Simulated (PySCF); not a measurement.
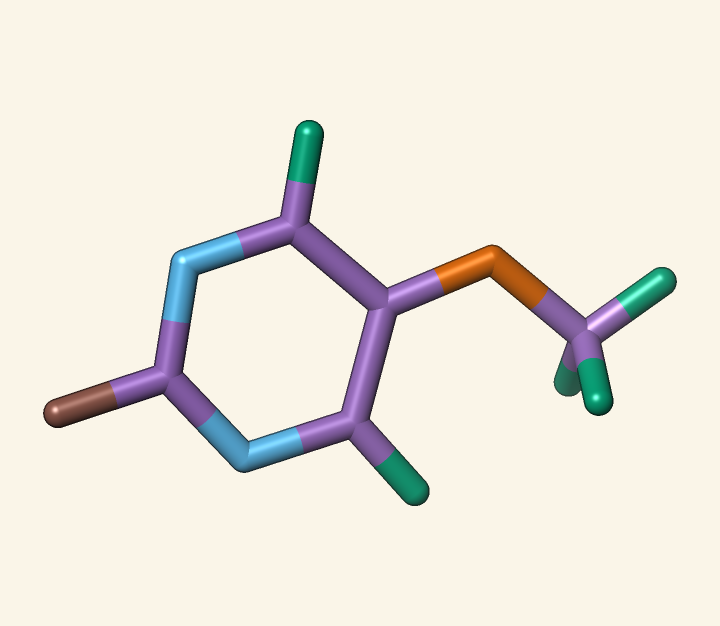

Rendered structure (stick style). Every bond is drawn as one stick, whatever its order. Colours: carbon purple, oxygen orange, nitrogen blue, fluorine brown, hydrogen teal.

The geometry was computed by an optimisation with GFN2-xTB. No frequency run is at hand to confirm it as a minimum.

What does the picture show?

The molecule is C₅H₅FN₂O. As SMILES it reads `COc1cnc(F)nc1`. Independent rings (smallest set): 1 of 6 members, 1 of them aromatic. Among its groups: ether, C–F bond. This geometry has Cs symmetry. Coordination: 1 C tetrahedral; 1 O bent; 4 C trigonal planar; 2 N bent.

The parts below concern this one geometry. Atoms keep their numbers from picture to picture.

## Electronic properties

No frequency run is at hand to confirm it as a minimum. Method: ωB97X-D/def2-SVPD, gas phase (PySCF 2.14.0). Excitations: vertical, linear response.

> Estimate the HOMO–LUMO gap.

9.21 eV.

> Give the mean static polarisability at this level.

74.9 bohr³.

> Give the dipole moment at this level.

4.90 D.

> Give the HOMO energy (Kohn–Sham orbital) at this level.

−9.11 eV.

## Ring current

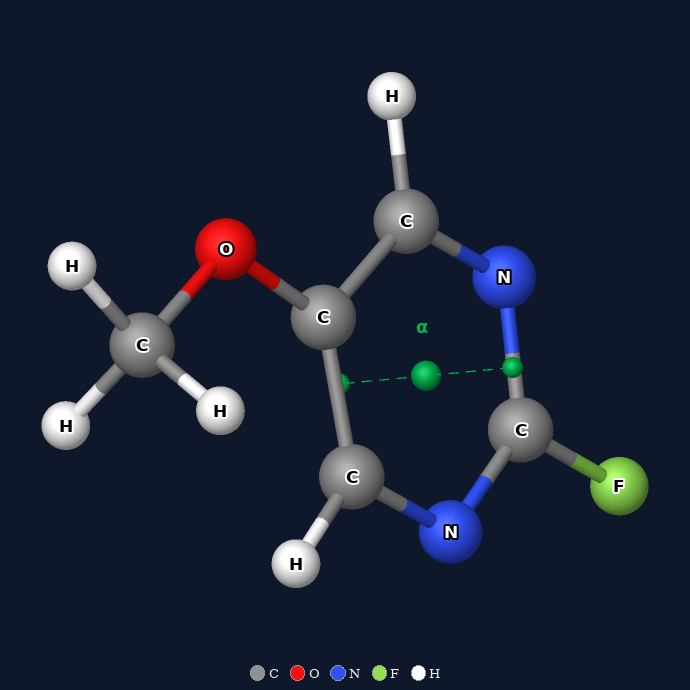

The small points mark where nucleus-independent chemical shifts (NICS) were computed: at the centre of each lettered ring and 1 Å above and below it. No frequency run is at hand to confirm it as a minimum. Level of theory: GIAO PBE0/pcSseg-1 NMR shielding, non-relativistic, gas phase (PySCF 2.14.0).

Give NICS(0), NICS(1) and the out-of-plane component NICS(1)zz for each ring (means of the two sides).

```json
{"ring": "α", "members": "C4N2", "NICS(0)": "−8.3", "NICS(1)": "−10.6", "NICS(1)zz": "−25.5"}
```

Values in ppm.

> What do the values say about the ring currents?

Ring α: diatropic, as in an aromatic ring. NICS is one index among several.

## NMR shielding

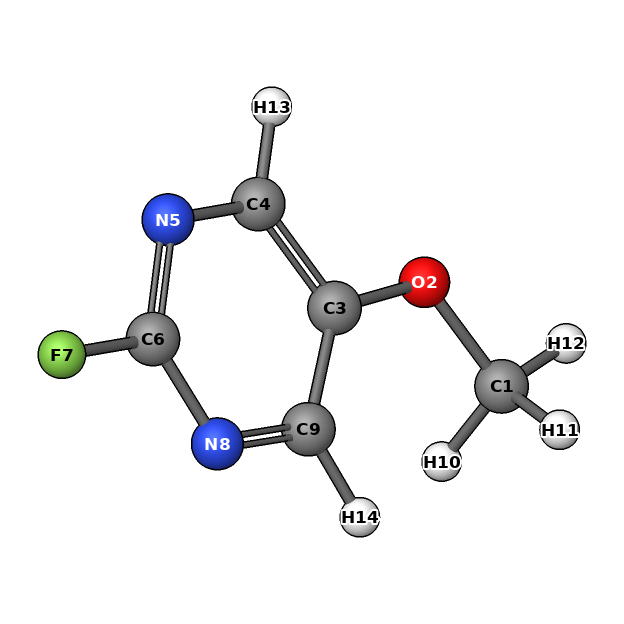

The questions are on isotropic NMR shieldings of the C atoms. No frequency run is at hand to confirm it as a minimum. Properties computed with GIAO PBE0/pcSseg-1 NMR shielding, non-relativistic, gas phase (PySCF 2.14.0).

List the isotropic NMR shieldings of the C atoms.

```csv
atom,σ (ppm)
C1,130.1
C3,28.6
C4,30.8
C6,20.1
C9,42.7
```
